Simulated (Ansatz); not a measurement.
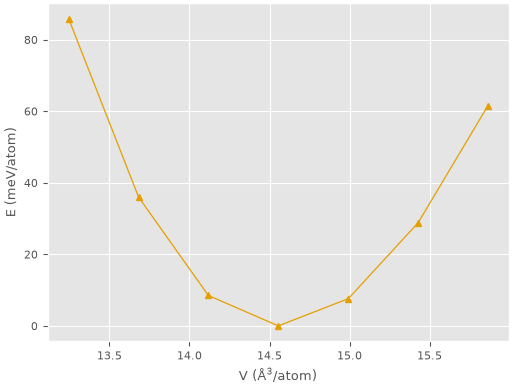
Fig. 1. YBRh₃ (cubic perovskite, space group No. 221) under volume change, plane-wave PAW r²SCAN (Ansatz code), scaled uniformly.

### Question
What does a third-order Birch–Murnaghan fit give for V₀, B₀ and B′?

### Answer
V₀ = 14.56 Å³/atom, B₀ = 196 GPa, B′ = 4.5.

Space group Pm-3m (cubic perovskite). The workflow started from an entry of the Crystallography Open Database (COD). Its standing as an ambient phase is unchecked. The cell was relaxed with r²SCAN under the symmetry of its start; whether a distortion lowers the energy is not shown. No spin polarisation was allowed.

Potentials: the later of the program's two PAW sets.
